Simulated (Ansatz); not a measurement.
# SiGeHO (doublet): correlated methods under varied settings

Aim: run SiGeHO (doublet) at one geometry under a spread of methods and options, and see what each costs and gives.

Method: the settings change from run to run; program: Ansatz 0.2.0, Gaussian basis.

23 further runs of the same task are left out: 1 for a known fault of the program, 7 that didn't finish, 15 set aside as unsound or not needed. Runs told in other sessions of the task aren't counted.

**1. The geometry**

The geometry is a PBE0/def2-TZVP stationary point (not a proven minimum). No spin-orbit coupling is included. The filled d shell of Ge may be among the frozen orbitals whatever the setting's name suggests.

4 atoms, charge 0, spin multiplicity 2.

Atoms are counted from 1 here; the program's logs count them from 0.

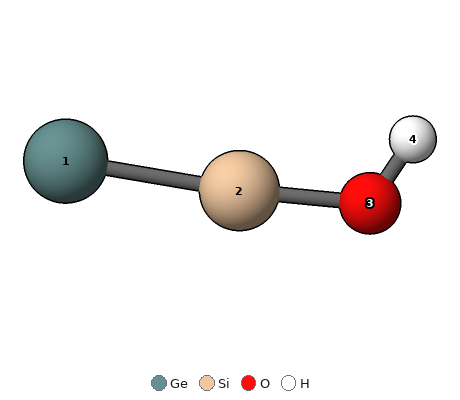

The structure; germanium teal, silicon light orange, oxygen red, hydrogen white; atoms are numbered from 1 in the order of the file.

**2. CASSCF(5,7)/6-31G**

in.yaml

```yaml
crystal:
  periodic: [false, false, false]
  atoms:
    - {symbol: Ge, position_ang: [0.000006, -0.164187, 2.570072]}
    - {symbol: Si, position_ang: [-0.000013, -0.261137, 0.376882]}
    - {symbol: O, position_ang: [0.000021, -0.217096, -1.257726]}
    - {symbol: H, position_ang: [-0.000014, 0.642420, -1.689228]}
basis:
  gaussian: {orbitals: 6-31G}
magnetization: {spin_polarized: false, initial_magnetization: 1}
correlation: {active_space: {window: {electrons: 5, orbitals: 7}}}
```

Run with:

```sh
$ ansatz run in.yaml --threads 1 --pin off --events-out ev --progress --plain --max-ram 2393MiB
```

What it wrote:

```text
Functional definition: HF
  name "HF"
  cite "Fock, Z. Phys. 61, 126 (1930) doi:10.1007/BF01340294"
  parent pbe
  exchange = exact_x
  correlation = 0
497 factors; integrals over basis functions are off by at most 2.8e-4 eV
mean field evaluation 1: about -66373.8178 eV, gradient 2.9e1 eV
mean field evaluation 2: about -66373.8233 eV, gradient 2.9e1 eV
mean field evaluation 4: about -66375.5617 eV, gradient 2.5e0 eV
mean field evaluation 8: about -66375.6087 eV, gradient 2.0e-1 eV
mean field evaluation 16: about -66375.6114 eV, gradient 2.6e-6 eV
mean field evaluation 32: about -66375.5732 eV, gradient 6.1e-1 eV
mean field -66375.61138647 eV, -2439.2587274475 hartree, gradient 2.7e-6 eV, S^2 0.750000; 7 other end points of the search recorded, 0 dependent functions left out
reference -66375.61138647 eV, -2439.2587274475 hartree; 28, 27 occupied and 25, 26 virtual orbitals, 497 factors
state -66377.36052566 eV, -2439.3230071270 hartree
Total energy: -66377.36052566 eV, -2439.3230071270 hartree
```

It took 6.5 s on 1 thread of Arm Neoverse V1, shared host.

From the report: 735 determinants; active occupations 1.94, 1.89, 0.97, 0.11, 0.05, 0.04, 0.01.

**3. MP2 on ROHF/cc-pVDZ**

Changes to in.yaml since step 2:

```diff
@@ -8,4 +8,5 @@
 basis:
-  gaussian: {orbitals: 6-31G}
+  gaussian: {orbitals: cc-pVDZ, point_charges: [{charge: 0.50, position_ang: [3.007, -0.402, -0.997]}]}
 magnetization: {spin_polarized: false, initial_magnetization: 1}
-correlation: {active_space: {window: {electrons: 5, orbitals: 7}}}
+correlation: {method: mp2, electrons: outside_noble_gas}
+accuracy: high
```

The command is unchanged.

What it wrote, cut to the lines that bear on the results:

```text
Functional definition: HF
  name "HF"
  cite "Fock, Z. Phys. 61, 126 (1930) doi:10.1007/BF01340294"
  parent pbe
[...]
1262 factors; integrals over basis functions are off by at most 4.4e-9 eV
[...]
mean field -66386.43461893 eV, -2439.6564739040 hartree, gradient 2.4e-8 eV, S^2 0.750000; 4 other end points of the search recorded, 0 dependent functions left out
[...]
20 core orbitals not correlated: weight in the atoms' cores, before any rotation towards them, 1.000 or more for the frozen orbitals, at most 0.000 for the correlated occupied ones
reference -66386.43461893 eV, -2439.6564739040 hartree; 8, 7 occupied and 36, 37 virtual orbitals, 1262 factors
second order -9.34866303 eV of doubles, -0.03424530 eV of singles
Total energy: -66395.81752725 eV, -2440.0012894251 hartree
```

It took 17 s on 1 thread of Arm Neoverse V1, shared host; peak memory 0.28 GiB.

**4. NEVPT4(SD)(5,5)/STO-3G**

Changes to in.yaml since step 3:

```diff
@@ -8,5 +8,5 @@
 basis:
-  gaussian: {orbitals: cc-pVDZ, point_charges: [{charge: 0.50, position_ang: [3.007, -0.402, -0.997]}]}
+  gaussian: {orbitals: STO-3G}
 magnetization: {spin_polarized: false, initial_magnetization: 1}
-correlation: {method: mp2, electrons: outside_noble_gas}
-accuracy: high
+correlation: {method: fic_nevpt4_sd, electrons: outside_noble_gas, active_space: {window: {electrons: 5, orbitals: 5}}}
+scf: {lower_state_search: light}
```

Launched as before.

What it wrote, cut to the lines that bear on the results:

```text
Functional definition: HF
  name "HF"
  cite "Fock, Z. Phys. 61, 126 (1930) doi:10.1007/BF01340294"
  parent pbe
[...]
351 factors; integrals over basis functions are off by at most 4.8e-5 eV
[...]
mean field -65622.99627492 eV, -2411.6006322390 hartree, gradient 1.4e-6 eV, S^2 0.750000; 6 other end points of the search recorded, 0 dependent functions left out
reference -65622.99627492 eV, -2411.6006322390 hartree; 28, 27 occupied and 5, 6 virtual orbitals, 351 factors
state -65624.67666869 eV, -2411.6623855710 hartree
state -65624.67666869 eV, -2411.6623855710 hartree; corrected -65627.26505184 eV, -2411.7575068971 hartree
state -65624.62054906 eV, -2411.6603232126 hartree
state -65624.62054906 eV, -2411.6603232126 hartree; corrected -65627.29767237 eV, -2411.7587056795 hartree
state -65624.62054906 eV, -2411.6603232126 hartree; corrected -65627.29767237 eV, -2411.7587056795 hartree
the orbitals are reached from a further start. From the first start the search ends at -65624.67653593 eV, -2411.6623806920 hartree
WARN: the results are in doubt because another end's mean lies 0.056 eV lower, and its corrected mean 0.033 eV higher
Total energy: -65627.29767237 eV, -2411.7587056795 hartree
In doubt: another end's mean lies 0.056 eV lower, and its corrected mean 0.033 eV higher
```

Wall time 3.1 s (1 thread of Arm Neoverse V1, shared host).

From the report: 100 determinants; active occupations 1.98, 1.84, 0.97, 0.16, 0.05. The program marks this result as in doubt; its last lines say why.

**5. MP2 on UHF/cc-pVDZ**

in.yaml

```yaml
crystal:
  periodic: [false, false, false]
  atoms:
    - {symbol: Ge, position_ang: [0.000006, -0.164187, 2.570072]}
    - {symbol: Si, position_ang: [-0.000013, -0.261137, 0.376882]}
    - {symbol: O, position_ang: [0.000021, -0.217096, -1.257726]}
    - {symbol: H, position_ang: [-0.000014, 0.642420, -1.689228]}
basis:
  gaussian: {orbitals: cc-pVDZ}
magnetization: {spin_polarized: true, initial_magnetization: 1}
correlation: {method: mp2, electrons: outside_noble_gas}
scf: {lower_state_search: full}
output: {forces: true}
```

Same command.

What it wrote, cut to the lines that bear on the results:

```text
Functional definition: HF
  name "HF"
  cite "Fock, Z. Phys. 61, 126 (1930) doi:10.1007/BF01340294"
  parent pbe
[...]
685 factors; integrals over basis functions are off by at most 1.2e-3 eV
[...]
mean field -66386.59572895 eV, -2439.6623945880 hartree, gradient 2.3e-6 eV, S^2 1.096042; 19 other end points of the search recorded, 0 dependent functions left out
20 core orbitals not correlated: weight in the atoms' cores, before any rotation towards them, 1.000 or more for the frozen orbitals, at most 0.000 for the correlated occupied ones
reference -66386.59572895 eV, -2439.6623945880 hartree; 8, 7 occupied and 36, 37 virtual orbitals, 685 factors
second order -8.93850342 eV of doubles, -0.00000000 eV of singles
[...]
Total energy: -66395.53423236 eV, -2439.9908785297 hartree
Atom 0 at     0.000006    -0.164187     2.570072 Å, force    -0.000014    -0.075065    -0.522337 eV/Å
Atom 1 at    -0.000013    -0.261137     0.376882 Å, force    -0.000004     0.184136     1.761930 eV/Å
Atom 2 at     0.000021    -0.217096    -1.257726 Å, force     0.000038    -0.557566    -1.152755 eV/Å
Atom 3 at    -0.000014     0.642420    -1.689228 Å, force    -0.000021     0.448495    -0.086839 eV/Å
Dipole moment:    -0.000014     0.332485    -0.373775 e Å
```

Run time: 17 s. Hardware: 1 thread of Arm Neoverse V1, shared host.

From the report: ⟨S²⟩ of the determinant 1.096 (pure doublet: 0.75).

**6. CCSD(T) on ROHF/cc-pVDZ**

Changes to in.yaml since step 5:

```diff
@@ -9,5 +9,4 @@
   gaussian: {orbitals: cc-pVDZ}
-magnetization: {spin_polarized: true, initial_magnetization: 1}
-correlation: {method: mp2, electrons: outside_noble_gas}
-scf: {lower_state_search: full}
-output: {forces: true}
+magnetization: {spin_polarized: false, initial_magnetization: 1}
+correlation: {method: ccsd_t, electrons: outside_noble_gas}
+scf: {lower_state_search: light}
```

The command is unchanged.

What it wrote, cut to the lines that bear on the results:

```text
Functional definition: HF
  name "HF"
  cite "Fock, Z. Phys. 61, 126 (1930) doi:10.1007/BF01340294"
  parent pbe
[...]
685 factors; integrals over basis functions are off by at most 1.2e-3 eV
[...]
mean field -66386.45565042 eV, -2439.6572467971 hartree, gradient 6.6e-6 eV, S^2 0.750000; 7 other end points of the search recorded, 0 dependent functions left out
[...]
determinant -66386.45565042 eV, -2439.6572467971 hartree, with singles and doubles -66396.51633865 eV, -2440.0269702701 hartree
determinant -66386.31331998 eV, -2439.6520162501 hartree, with singles and doubles -66396.33630244 eV, -2440.0203540613 hartree
determinant -66383.74341662 eV, -2439.5575740435 hartree, with singles and doubles -66393.79423782 eV, -2439.9269349096 hartree
determinant -66386.45565042 eV, -2439.6572467971 hartree, with singles and doubles -66396.51654370 eV, -2440.0269778056 hartree
determinant -66386.31331998 eV, -2439.6520162501 hartree, with singles and doubles -66396.33669981 eV, -2440.0203686646 hartree
20 core orbitals not correlated: weight in the atoms' cores, before any rotation towards them, 1.000 or more for the frozen orbitals, at most 0.000 for the correlated occupied ones
reference -66386.45565042 eV, -2439.6572467971 hartree; 8, 7 occupied and 36, 37 virtual orbitals, 685 factors
second order -9.34348267 eV of doubles, -0.03438629 eV of singles
cycle   1  -10.06089464 eV  change   -1.4e-6 eV  update   4.1e-6
perturbative correction -0.40377084 eV, -0.0148383046 hartree
Total energy: -66396.92031589 eV, -2440.0418161601 hartree
```

It took 25 s on 1 thread of Arm Neoverse V1, shared host.

From the report: correlation -10.4647 eV; T1 0.022; largest double amplitude 0.09.

**7. CCSD(T) on ROHF/cc-pVDZ**

Changes to in.yaml since step 6:

```diff
@@ -11,2 +11,2 @@
 correlation: {method: ccsd_t, electrons: outside_noble_gas}
-scf: {lower_state_search: light}
+scf: {omitted_lower_state_checks: [cluster_reference]}
```

Launched as before.

What it wrote, cut to the lines that bear on the results:

```text
Functional definition: HF
  name "HF"
  cite "Fock, Z. Phys. 61, 126 (1930) doi:10.1007/BF01340294"
  parent pbe
[...]
685 factors; integrals over basis functions are off by at most 1.2e-3 eV
[...]
mean field -66386.45565042 eV, -2439.6572467971 hartree, gradient 6.6e-6 eV, S^2 0.750000; 4 other end points of the search recorded, 0 dependent functions left out
20 core orbitals not correlated: weight in the atoms' cores, before any rotation towards them, 1.000 or more for the frozen orbitals, at most 0.000 for the correlated occupied ones
reference -66386.45565042 eV, -2439.6572467971 hartree; 8, 7 occupied and 36, 37 virtual orbitals, 685 factors
second order -9.34348267 eV of doubles, -0.03438629 eV of singles
cycle   1  -9.64732758 eV  change   -2.7e-1 eV  update   1.0e-1
[...]
cycle  12  -10.06089222 eV  change   -3.5e-6 eV  update   1.4e-5
perturbative correction -0.40377049 eV, -0.0148382917 hartree
Total energy: -66396.92031313 eV, -2440.0418160586 hartree
Checks for a lower state left out: cluster_reference
```

Run time: 4.6 s. Hardware: 1 thread of Arm Neoverse V1, shared host.

From the report: correlation -10.4647 eV; T1 0.022; largest double amplitude 0.09.

**8. BCCD on UHF/cc-pVDZ**

in.yaml

```yaml
crystal:
  periodic: [false, false, false]
  atoms:
    - {symbol: Ge, position_ang: [0.000006, -0.164187, 2.570072]}
    - {symbol: Si, position_ang: [-0.000013, -0.261137, 0.376882]}
    - {symbol: O, position_ang: [0.000021, -0.217096, -1.257726]}
    - {symbol: H, position_ang: [-0.000014, 0.642420, -1.689228]}
basis:
  gaussian: {orbitals: cc-pVDZ, point_charges: [{charge: -0.50, position_ang: [3.310, 0.785, -0.317]}]}
magnetization: {spin_polarized: true, initial_magnetization: 1}
hamiltonian: {pseudopotentials: {relativity: scalar}}
correlation: {method: bccd, electrons: outside_noble_gas}
output: {forces: true}
```

Same command.

What it wrote, cut to the lines that bear on the results:

```text
Functional definition: HF
  name "HF"
  cite "Fock, Z. Phys. 61, 126 (1930) doi:10.1007/BF01340294"
  parent pbe
[...]
685 factors; integrals over basis functions are off by at most 1.2e-3 eV
[...]
mean field -66868.68624297 eV, -2457.3788942057 hartree, gradient 2.1e-6 eV, S^2 1.132205; 17 other end points of the search recorded, 0 dependent functions left out
determinant -66868.68624297 eV, -2457.3788942057 hartree, with singles and doubles -66878.53854265 eV, -2457.7409595407 hartree
determinant -66868.64194933 eV, -2457.3772664443 hartree, with singles and doubles -66878.52347621 eV, -2457.7404058592 hartree
determinant -66868.34180315 eV, -2457.3662362758 hartree, with singles and doubles -66878.26070282 eV, -2457.7307491155 hartree
determinant -66868.32804450 eV, -2457.3657306546 hartree, with singles and doubles -66878.27940662 eV, -2457.7314364673 hartree
[...]
20 core orbitals not correlated: weight in the atoms' cores, before any rotation towards them, 1.000 or more for the frozen orbitals, at most 0.000 for the correlated occupied ones
reference -66868.68624297 eV, -2457.3788942057 hartree; 8, 7 occupied and 36, 37 virtual orbitals, 685 factors
second order -8.88487787 eV of doubles, -0.00000000 eV of singles
cycle   1  -9.85679324 eV  change    1.5e-2 eV  update   4.6e-2
[...]
cycle   6  -9.84845716 eV  change   -4.9e-8 eV  update   1.2e-7
[...]
Total energy: -66878.53470013 eV, -2457.7408183306 hartree
Relativity: scalar
Atom 0 at     0.000006    -0.164187     2.570072 Å, force    -0.060648     0.025110     0.568318 eV/Å
Atom 1 at    -0.000013    -0.261137     0.376882 Å, force     0.214990     0.018363     0.619763 eV/Å
Atom 2 at     0.000021    -0.217096    -1.257726 Å, force    -0.147763    -0.304870    -1.185416 eV/Å
Atom 3 at    -0.000014     0.642420    -1.689228 Å, force     0.138759     0.273192     0.020687 eV/Å
Dipole moment:     0.142678     0.370358    -0.521208 e Å
```

Run time: 64 s. Hardware: 1 thread of Arm Neoverse V1, shared host; peak memory 0.31 GiB.

From the report: ⟨S²⟩ of the determinant 1.132 (pure doublet: 0.75); correlation -9.8485 eV; largest double amplitude 0.08.

**9. CISD/cc-pVDZ**

in.yaml

```yaml
crystal:
  periodic: [false, false, false]
  atoms:
    - {symbol: Ge, position_ang: [0.000006, -0.164187, 2.570072]}
    - {symbol: Si, position_ang: [-0.000013, -0.261137, 0.376882]}
    - {symbol: O, position_ang: [0.000021, -0.217096, -1.257726]}
    - {symbol: H, position_ang: [-0.000014, 0.642420, -1.689228]}
basis:
  gaussian: {orbitals: cc-pVDZ}
magnetization: {spin_polarized: false, initial_magnetization: 1}
correlation: {active_space: {ras: {orbitals: [7, 1, 36], electrons: 15, max_holes: 2, max_particles: 2}, fixed_orbitals: true}}
accuracy: high
output: {forces: true}
```

The command is unchanged.

What it wrote, cut to the lines that bear on the results:

```text
Functional definition: HF
  name "HF"
  cite "Fock, Z. Phys. 61, 126 (1930) doi:10.1007/BF01340294"
  parent pbe
[...]
1262 factors; integrals over basis functions are off by at most 4.4e-9 eV
[...]
mean field -66386.45577059 eV, -2439.6572512133 hartree, gradient 2.6e-8 eV, S^2 0.750000; 4 other end points of the search recorded, 0 dependent functions left out
reference -66386.45577059 eV, -2439.6572512133 hartree; 28, 27 occupied and 36, 37 virtual orbitals, 1262 factors
state -66395.31187035 eV, -2439.9827068766 hartree
[...]
Total energy: -66395.31187035 eV, -2439.9827068766 hartree
Atom 0 at     0.000006    -0.164187     2.570072 Å, force    -0.000008     0.030058     0.343405 eV/Å
Atom 1 at    -0.000013    -0.261137     0.376882 Å, force    -0.000001    -0.040396     0.714662 eV/Å
Atom 2 at     0.000021    -0.217096    -1.257726 Å, force     0.000007     0.012158    -1.131500 eV/Å
Atom 3 at    -0.000014     0.642420    -1.689228 Å, force     0.000002    -0.001821     0.073433 eV/Å
Dipole moment:    -0.000015     0.331693    -0.374488 e Å
```

Wall time 24 s (1 thread of Arm Neoverse V1, shared host); peak memory 0.29 GiB.

From the report: 164,852 determinants.

**10. BCCD(T)/cc-pVDZ**

Changes to in.yaml since step 9:

```diff
@@ -8,6 +8,6 @@
 basis:
-  gaussian: {orbitals: cc-pVDZ}
+  gaussian: {orbitals: cc-pVDZ, fitting: {mean_field: def2-universal-jkfit}}
 magnetization: {spin_polarized: false, initial_magnetization: 1}
-correlation: {active_space: {ras: {orbitals: [7, 1, 36], electrons: 15, max_holes: 2, max_particles: 2}, fixed_orbitals: true}}
-accuracy: high
+hamiltonian: {xc: {name: PBE}}
+correlation: {method: bccd_t, electrons: outside_noble_gas}
 output: {forces: true}
```

The command is unchanged.

What it wrote, cut to the lines that bear on the results:

```text
Functional definition: PBE
  name "PBE"
  cite "Perdew, Burke & Ernzerhof, Phys. Rev. Lett. 77, 3865 (1996) doi:10.1103/PhysRevLett.77.3865"
  parent pbe
[...]
489 factors; integrals over basis functions are off by at most 1.9e-1 eV
[...]
mean field -66442.25615586 eV, -2441.7078775490 hartree, gradient 1.4e-6 eV, S^2 0.750000; 5 other end points of the search recorded, 0 dependent functions left out
[...]
20 core orbitals not correlated: weight in the atoms' cores, before any rotation towards them, 0.999 or more for the frozen orbitals, at most 0.000 for the correlated occupied ones
reference -66385.41103173 eV, -2439.6188577683 hartree; 8, 7 occupied and 36, 37 virtual orbitals, 489 factors
second order -10.13004888 eV of doubles, -0.56022102 eV of singles
cycle   1  -10.23475792 eV  change    4.4e-1 eV  update   1.3e-1
[...]
cycle  23  -10.71400195 eV  change    1.9e-8 eV  update   7.6e-8
perturbative correction -0.43931133 eV, -0.0161443935 hartree
[...]
Total energy: -66396.56434501 eV, -2440.0287344713 hartree
Atom 0 at     0.000006    -0.164187     2.570072 Å, force     0.000003     0.046711     0.955426 eV/Å
Atom 1 at    -0.000013    -0.261137     0.376882 Å, force    -0.000030    -0.029918     0.607881 eV/Å
Atom 2 at     0.000021    -0.217096    -1.257726 Å, force     0.000045    -0.403513    -1.492626 eV/Å
Atom 3 at    -0.000014     0.642420    -1.689228 Å, force    -0.000017     0.386720    -0.070681 eV/Å
Dipole moment:    -0.000014     0.323217    -0.369914 e Å
```

It took 30 s on 1 thread of Arm Neoverse V1, shared host; peak memory 0.26 GiB.

From the report: correlation -11.1533 eV; largest double amplitude 0.10.

**11. All runs side by side**

Where basis and cores are those of an earlier UCCSDT(Q)/cc-pVDZ run (-66397.0064 eV), and the records show the same count of frozen orbitals and kind of state, the miss against it is given; a blank cell means that this couldn't be shown. † marks a result that the program doubts.

| level | correlated | functions | energy (eV) | from UCCSDT(Q) (meV) | time |
| --- | --- | --- | --- | --- | --- |
| CASSCF(5,7)/6-31G |  | 53 | -66377.3605 |  | 6.5 s |
| MP2 on ROHF/cc-pVDZ (beside a point charge) | outside noble gas | 64 | -66395.8175 |  | 17 s |
| NEVPT4(SD)(5,5)/STO-3G † | outside noble gas | 33 | -65627.2977 |  | 3.1 s |
| MP2 on UHF/cc-pVDZ | outside noble gas | 64 | -66395.5342 | 1472.1 | 17 s |
| CCSD(T) on ROHF/cc-pVDZ | outside noble gas | 64 | -66396.9203 | 86.0 | 25 s |
| CCSD(T) on ROHF/cc-pVDZ | outside noble gas | 64 | -66396.9203 | 86.0 | 4.6 s |
| BCCD on UHF/cc-pVDZ (beside a point charge, relativity set) | outside noble gas | 64 | -66878.5347 |  | 64 s |
| CISD/cc-pVDZ | outside noble gas | 64 | -66395.3119 | 1694.5 | 24 s |
| BCCD(T)/cc-pVDZ (on PBE orbitals) | outside noble gas | 64 | -66396.5643 | 442.0 | 30 s |

**12. Results**

| quantity | value |
| --- | --- |
| runs | 9 |
| quickest | NEVPT4(SD)(5,5)/STO-3G †, 3.1 s |
| slowest | BCCD on UHF/cc-pVDZ (beside a point charge, relativity set), 64 s |

In words: Total energies in different bases, with other cores or another treatment of relativity can't be set against each other. «valence» and «outside noble gas» are the program's key words; the logs give how many orbitals each freezes, and for Ga to Kr the 3d shell needn't follow the word's plain sense. BCCD on UHF/cc-pVDZ (beside a point charge, relativity set) took 21 times as long as NEVPT4(SD)(5,5)/STO-3G †; the jobs differ in more than the method. Among the correlated runs with a miss given, it spans +86 to +1694 meV. Cores frozen from Kohn-Sham orbitals shift the total energy.
